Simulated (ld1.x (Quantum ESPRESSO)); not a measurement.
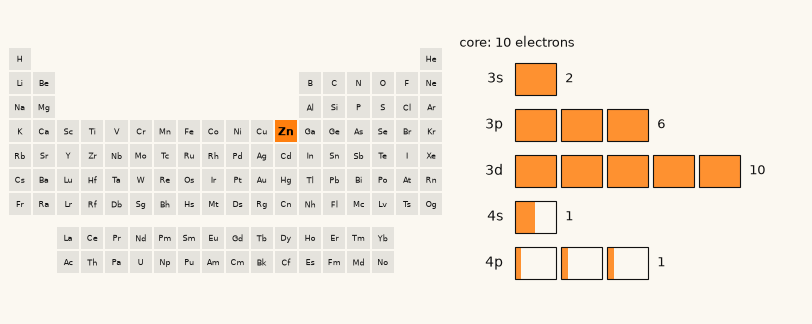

Left, the place of zinc in the periodic table; right, the valence shells of the reference configuration: a box for each of the 2l + 1 orbitals, shaded by the share of the shell that is filled, with the electron count at the right.

Run report: Zn, pseudopotential generation (part 1 of 2)

Zinc (Zn, Z = 30), core [Ne], reference valence 3s2 3p6 3d10 4s1 4p1, valence charge 20. Level asked for: ultrasoft potential, LDA (PZ), scalar-relativistic, made with ld1.x (Quantum ESPRESSO) 7.5.

Input:
```
 &input
   title='Zn', zed=30., rel=1, dft='PZ', iswitch=3,
   config='[Ar] 3d10 4s1 4p1 4f-2',
   nld=4, rlderiv=1.35, eminld=-12.0, emaxld=5.0, deld=0.04
 /
 &inputp
   pseudotype=3, tm=.true., lloc=-2, rcloc=0.60,
   nlcc=.true., rcore=0.80,
   file_pseudopw='Zn.UPF', file_wfcaegen='ae.wfc', file_wfcncgen='nc.wfc', file_beta='beta', file_chi='chi', file_wfcusgen='us.wfc'
 /
8
3S  1  0   2.00   0.00  1.10  1.25  0.0
4S  2  0   1.00   0.00  1.10  1.25  0.0
3P  2  1   6.00   0.00  1.20  1.25  0.0
4P  3  1   1.00   0.00  1.20  1.25  0.0
3D  3  2  10.00   0.00  0.75  0.80  0.0
3D  3  2   0.00   3.45  0.75  0.80  0.0
4F  4  3  -2.00  -0.10  0.80  1.00  0.0
4F  4  3  -2.00   1.95  0.80  1.00  0.0
 &test
   configts(1)='3s2 3p6 3d10 4s1 4p1'
 /
```

Hardware: 1 CPU thread, shared host.

Run as:
```bash
ld1.x < Zn.in > Zn.out
```

The program's output:
```
     Program LD1 v.7.5
     --------------------------- All-electron run ----------------------------

     Zn
     scalar relativistic calculation

     atomic number is 30.00
     dft =PZ   lsd =0 sic =0 latt =0  beta=0.20 tr2=1.0E-14
     Exchange-correlation= PZ
                           (   1   1   0   0   0   0   0)
     mesh =1201 r(mesh) =  99.36527 a.u. xmin = -7.00 dx = 0.01250
     1 Ry =  13.60569312 eV, c = 137.03599908

     n l     nl                  e(Ry)          e(Ha)          e(eV)
     1 0     1S 1( 2.00)      -698.9312      -349.4656     -9509.4435
     2 0     2S 1( 2.00)       -85.1326       -42.5663     -1158.2878
     2 1     2P 1( 6.00)       -73.9085       -36.9542     -1005.5759
     3 0     3S 1( 2.00)        -9.6165        -4.8082      -130.8389
     3 1     3P 1( 6.00)        -6.2826        -3.1413       -85.4793
     3 2     3D 1(10.00)        -0.9255        -0.4628       -12.5926
     4 0     4S 1( 1.00)        -0.5619        -0.2810        -7.6453
     4 1     4P 1( 1.00)        -0.1659        -0.0830        -2.2578

     final scf error:  8.7E-15 reached in  25 iterations

     Etot =   -3586.251149 Ry,   -1793.125574 Ha,  -48793.432591 eV

     Ekin =    3641.902321 Ry,    1820.951161 Ha,   49550.605367 eV
     Encl =   -8643.090320 Ry,   -4321.545160 Ha, -117595.234531 eV
     Eh   =    1552.317223 Ry,     776.158611 Ha,   21120.351761 eV
     Exc  =    -137.380372 Ry,     -68.690186 Ha,   -1869.155187 eV

     normalization and overlap integrals

     s(1S/1S) =  1.000000  <r> =   0.0504  <r2> =    0.0034  r(max) =   0.0329
     s(2S/2S) =  1.000000  <r> =   0.2266  <r2> =    0.0606  r(max) =   0.1894
     s(2P/2P) =  1.000000  <r> =   0.1985  <r2> =    0.0483  r(max) =   0.1513
     s(3S/3S) =  1.000000  <r> =   0.6825  <r2> =    0.5387  r(max) =   0.5908
     s(3P/3P) =  1.000000  <r> =   0.7142  <r2> =    0.6035  r(max) =   0.5908
     s(3D/3D) =  1.000000  <r> =   0.9039  <r2> =    1.1039  r(max) =   0.5620
     s(4S/4S) =  1.000000  <r> =   2.5446  <r2> =    7.5699  r(max) =   2.0366
     s(4P/4P) =  1.000000  <r> =   3.8195  <r2> =   17.6418  r(max) =   2.8542

     ------------------------ End of All-electron run ------------------------

     --------------------- Generating US pseudopotential ---------------------

      Generating local potential from pseudized AE potential:
      Matching radius rcloc =   0.6000
      Enforcing V''(0)=0 (lloc=-2)

      Local pseudo, rcloc= 0.606 Estimated cut-off energy=    83.55 Ry

      Computing core charge for nlcc:

       r > 0.81 : true rho core
       r < 0.81 : rho core = a sin(br)/r    a=   0.04  b=   3.62

      Integrated core pseudo-charge :   0.01

      Wfc   3S  rcut= 1.104  Using Troullier-Martins method
      Wfc-us  3S rcutus= 1.251  Estimated cut-off energy=    35.37 Ry

      Wfc   4S  rcut= 1.104  Using Troullier-Martins method
      Wfc-us  4S rcutus= 1.251  Estimated cut-off energy=    73.01 Ry

      Wfc   3P  rcut= 1.190  Using Troullier-Martins method
      Wfc-us  3P rcutus= 1.251  Estimated cut-off energy=    54.29 Ry

      Wfc   4P  rcut= 1.190  Using Troullier-Martins method
      Wfc-us  4P rcutus= 1.251  Estimated cut-off energy=   102.43 Ry

      Wfc   3D  rcut= 0.759  Using Troullier-Martins method
      Wfc-us  3D rcutus= 0.798  Estimated cut-off energy=   178.08 Ry

      Wfc   3D  rcut= 0.759  Using Troullier-Martins method
      Wfc-us  3D rcutus= 0.798  Estimated cut-off energy=   200.30 Ry

      Wfc   4F  rcut= 0.798  Using Troullier-Martins method
      Wfc-us  4F rcutus= 0.999  Estimated cut-off energy=   139.48 Ry

      Wfc   4F  rcut= 0.798  Using Troullier-Martins method
      Wfc-us  4F rcutus= 0.999  Estimated cut-off energy=   140.99 Ry

       Warning: n=1, l=0 expected 0 nodes, found 1
       Setting wfc to zero for this iteration
       (This warning will only be printed once per wavefunction)

       Warning: n=2, l=1 expected 0 nodes, found 1
       Setting wfc to zero for this iteration
       (This warning will only be printed once per wavefunction)

     ------------------- End of pseudopotential generation -------------------

     --------------------------- All-electron run ----------------------------

     Zn
     scalar relativistic calculation

     atomic number is 30.00
     dft =PZ   lsd =0 sic =0 latt =0  beta=0.20 tr2=1.0E-14
     Exchange-correlation= PZ
                           (   1   1   0   0   0   0   0)
     mesh =1201 r(mesh) =  99.36527 a.u. xmin = -7.00 dx = 0.01250
     1 Ry =  13.60569312 eV, c = 137.03599908

     n l     nl                  e(Ry)          e(Ha)          e(eV)
     1 0     1S 1( 2.00)      -698.9312      -349.4656     -9509.4435
     2 0     2S 1( 2.00)       -85.1326       -42.5663     -1158.2878
     2 1     2P 1( 6.00)       -73.9085       -36.9542     -1005.5759
     3 0     3S 1( 2.00)        -9.6165        -4.8082      -130.8389
     3 1     3P 1( 6.00)        -6.2826        -3.1413       -85.4793
     3 2     3D 1(10.00)        -0.9255        -0.4628       -12.5926
     4 0     4S 1( 1.00)        -0.5619        -0.2810        -7.6453
     4 1     4P 1( 1.00)        -0.1659        -0.0830        -2.2578

     final scf error:  8.7E-15 reached in  25 iterations

     Etot =   -3586.251149 Ry,   -1793.125574 Ha,  -48793.432591 eV

     Ekin =    3641.902321 Ry,    1820.951161 Ha,   49550.605367 eV
     Encl =   -8643.090320 Ry,   -4321.545160 Ha, -117595.234531 eV
     Eh   =    1552.317223 Ry,     776.158611 Ha,   21120.351761 eV
     Exc  =    -137.380372 Ry,     -68.690186 Ha,   -1869.155187 eV

     normalization and overlap integrals

     s(1S/1S) =  1.000000  <r> =   0.0504  <r2> =    0.0034  r(max) =   0.0329
     s(2S/2S) =  1.000000  <r> =   0.2266  <r2> =    0.0606  r(max) =   0.1894
     s(2P/2P) =  1.000000  <r> =   0.1985  <r2> =    0.0483  r(max) =   0.1513
     s(3S/3S) =  1.000000  <r> =   0.6825  <r2> =    0.5387  r(max) =   0.5908
     s(3P/3P) =  1.000000  <r> =   0.7142  <r2> =    0.6035  r(max) =   0.5908
     s(3D/3D) =  1.000000  <r> =   0.9039  <r2> =    1.1039  r(max) =   0.5620
     s(4S/4S) =  1.000000  <r> =   2.5446  <r2> =    7.5699  r(max) =   2.0366
     s(4P/4P) =  1.000000  <r> =   3.8195  <r2> =   17.6418  r(max) =   2.8542

     ------------------------ End of All-electron run ------------------------

     Computing logarithmic derivative in   1.35672

       Warning: n=2, l=0 expected 1 nodes, found 2
       Setting wfc to zero for this iteration
       (This warning will only be printed once per wavefunction)

       Zero norm: self consistency problem; state:  4 (l=  0, j=0.0)

       Warning: n=3, l=1 expected 1 nodes, found 2
       Setting wfc to zero for this iteration
       (This warning will only be printed once per wavefunction)

       Zero norm: self consistency problem; state:  5 (l=  1, j=0.0)
       Zero norm: self consistency problem; state:  4 (l=  0, j=0.0)
       Zero norm: self consistency problem; state:  5 (l=  1, j=0.0)

       Warning: n=3, l=2 expected 0 nodes, found 1
       Setting wfc to zero for this iteration
       (This warning will only be printed once per wavefunction)

       Zero norm: self consistency problem; state:  3 (l=  2, j=0.0)
       Zero norm: self consistency problem; state:  4 (l=  0, j=0.0)
       Zero norm: self consistency problem; state:  5 (l=  1, j=0.0)
       Zero norm: self consistency problem; state:  2 (l=  1, j=0.0)
       Zero norm: self consistency problem; state:  4 (l=  0, j=0.0)
       Zero norm: self consistency problem; state:  5 (l=  1, j=0.0)
       Zero norm: self consistency problem; state:  2 (l=  1, j=0.0)
       Zero norm: self consistency problem; state:  4 (l=  0, j=0.0)
       Zero norm: self consistency problem; state:  5 (l=  1, j=0.0)
       Zero norm: self consistency problem; state:  1 (l=  0, j=0.0)
       Zero norm: self consistency problem; state:  2 (l=  1, j=0.0)
       Zero norm: self consistency problem; state:  3 (l=  2, j=0.0)
       Zero norm: self consistency problem; state:  4 (l=  0, j=0.0)
       Zero norm: self consistency problem; state:  5 (l=  1, j=0.0)
       Zero norm: self consistency problem; state:  3 (l=  2, j=0.0)
       Zero norm: self consistency problem; state:  4 (l=  0, j=0.0)
       Zero norm: self consistency problem; state:  5 (l=  1, j=0.0)
       Zero norm: self consistency problem; state:  2 (l=  1, j=0.0)
       Zero norm: self consistency problem; state:  4 (l=  0, j=0.0)
       Zero norm: self consistency problem; state:  5 (l=  1, j=0.0)
       Zero norm: self consistency problem; state:  1 (l=  0, j=0.0)
       Zero norm: self consistency problem; state:  2 (l=  1, j=0.0)
       Zero norm: self consistency problem; state:  3 (l=  2, j=0.0)
       Zero norm: self consistency problem; state:  1 (l=  0, j=0.0)
       Zero norm: self consistency problem; state:  2 (l=  1, j=0.0)
       Zero norm: self consistency problem; state:  3 (l=  2, j=0.0)
       Zero norm: self consistency problem; state:  4 (l=  0, j=0.0)
       Zero norm: self consistency problem; state:  5 (l=  1, j=0.0)
       Zero norm: self consistency problem; state:  1 (l=  0, j=0.0)
       Zero norm: self consistency problem; state:  2 (l=  1, j=0.0)
       Zero norm: self consistency problem; state:  3 (l=  2, j=0.0)
       Zero norm: self consistency problem; state:  4 (l=  0, j=0.0)
       Zero norm: self consistency problem; state:  5 (l=  1, j=0.0)
       Zero norm: self consistency problem; state:  1 (l=  0, j=0.0)
       Zero norm: self consistency problem; state:  2 (l=  1, j=0.0)
       Zero norm: self consistency problem; state:  3 (l=  2, j=0.0)
       Zero norm: self consistency problem; state:  4 (l=  0, j=0.0)
       Zero norm: self consistency problem; state:  5 (l=  1, j=0.0)
       Zero norm: self consistency problem; state:  1 (l=  0, j=0.0)
       Zero norm: self consistency problem; state:  2 (l=  1, j=0.0)
       Zero norm: self consistency problem; state:  3 (l=  2, j=0.0)
       Zero norm: self consistency problem; state:  4 (l=  0, j=0.0)
       Zero norm: self consistency problem; state:  5 (l=  1, j=0.0)
       Zero norm: self consistency problem; state:  1 (l=  0, j=0.0)
       Zero norm: self consistency problem; state:  2 (l=  1, j=0.0)
       Zero norm: self consistency problem; state:  3 (l=  2, j=0.0)
       Zero norm: self consistency problem; state:  4 (l=  0, j=0.0)
       Zero norm: self consistency problem; state:  5 (l=  1, j=0.0)
       Zero norm: self consistency problem; state:  1 (l=  0, j=0.0)
       Zero norm: self consistency problem; state:  2 (l=  1, j=0.0)
       Zero norm: self consistency problem; state:  3 (l=  2, j=0.0)
       Zero norm: self consistency problem; state:  4 (l=  0, j=0.0)
       Zero norm: self consistency problem; state:  5 (l=  1, j=0.0)
       Zero norm: self consistency problem; state:  1 (l=  0, j=0.0)
       Zero norm: self consistency problem; state:  2 (l=  1, j=0.0)
       Zero norm: self consistency problem; state:  3 (l=  2, j=0.0)
       Zero norm: self consistency problem; state:  4 (l=  0, j=0.0)
       Zero norm: self consistency problem; state:  5 (l=  1, j=0.0)
       Zero norm: self consistency problem; state:  1 (l=  0, j=0.0)
       Zero norm: self consistency problem; state:  2 (l=  1, j=0.0)
       Zero norm: self consistency problem; state:  3 (l=  2, j=0.0)
       Zero norm: self consistency problem; state:  4 (l=  0, j=0.0)
       Zero norm: self consistency problem; state:  5 (l=  1, j=0.0)
       Zero norm: self consistency problem; state:  1 (l=  0, j=0.0)
       Zero norm: self consistency problem; state:  2 (l=  1, j=0.0)
       Zero norm: self consistency problem; state:  3 (l=  2, j=0.0)
       Zero norm: self consistency problem; state:  4 (l=  0, j=0.0)
       Zero norm: self consistency problem; state:  5 (l=  1, j=0.0)
       Zero norm: self consistency problem; state:  1 (l=  0, j=0.0)
       Zero norm: self consistency problem; state:  2 (l=  1, j=0.0)
       Zero norm: self consistency problem; state:  3 (l=  2, j=0.0)
       Zero norm: self consistency problem; state:  4 (l=  0, j=0.0)
       Zero norm: self consistency problem; state:  5 (l=  1, j=0.0)
       Zero norm: self consistency problem; state:  1 (l=  0, j=0.0)
       Zero norm: self consistency problem; state:  2 (l=  1, j=0.0)
       Zero norm: self consistency problem; state:  3 (l=  2, j=0.0)
       Zero norm: self consistency problem; state:  4 (l=  0, j=0.0)
       Zero norm: self consistency problem; state:  5 (l=  1, j=0.0)
       Zero norm: self consistency problem; state:  1 (l=  0, j=0.0)
       Zero norm: self consistency problem; state:  2 (l=  1, j=0.0)
       Zero norm: self consistency problem; state:  3 (l=  2, j=0.0)
       Zero norm: self consistency problem; state:  4 (l=  0, j=0.0)
       Zero norm: self consistency problem; state:  5 (l=  1, j=0.0)
       Zero norm: self consistency problem; state:  1 (l=  0, j=0.0)
       Zero norm: self consistency problem; state:  2 (l=  1, j=0.0)
       Zero norm: self consistency problem; state:  3 (l=  2, j=0.0)
       Zero norm: self consistency problem; state:  4 (l=  0, j=0.0)
       Zero norm: self consistency problem; state:  5 (l=  1, j=0.0)
       Zero norm: self consistency problem; state:  1 (l=  0, j=0.0)
       Zero norm: self consistency problem; state:  2 (l=  1, j=0.0)
       Zero norm: self consistency problem; state:  3 (l=  2, j=0.0)
       Zero norm: self consistency problem; state:  4 (l=  0, j=0.0)
       Zero norm: self consistency problem; state:  5 (l=  1, j=0.0)
       Zero norm: self consistency problem; state:  1 (l=  0, j=0.0)
       Zero norm: self consistency problem; state:  2 (l=  1, j=0.0)
       Zero norm: self consistency problem; state:  3 (l=  2, j=0.0)
       Zero norm: self consistency problem; state:  4 (l=  0, j=0.0)
       Zero norm: self consistency problem; state:  5 (l=  1, j=0.0)
       Zero norm: self consistency problem; state:  1 (l=  0, j=0.0)
       Zero norm: self consistency problem; state:  2 (l=  1, j=0.0)
       Zero norm: self consistency problem; state:  3 (l=  2, j=0.0)
       Zero norm: self consistency problem; state:  4 (l=  0, j=0.0)
       Zero norm: self consistency problem; state:  5 (l=  1, j=0.0)
       Zero norm: self consistency problem; state:  1 (l=  0, j=0.0)
       Zero norm: self consistency problem; state:  2 (l=  1, j=0.0)
```

(Continued in part 2.) Outcome of the run: ended with an error.
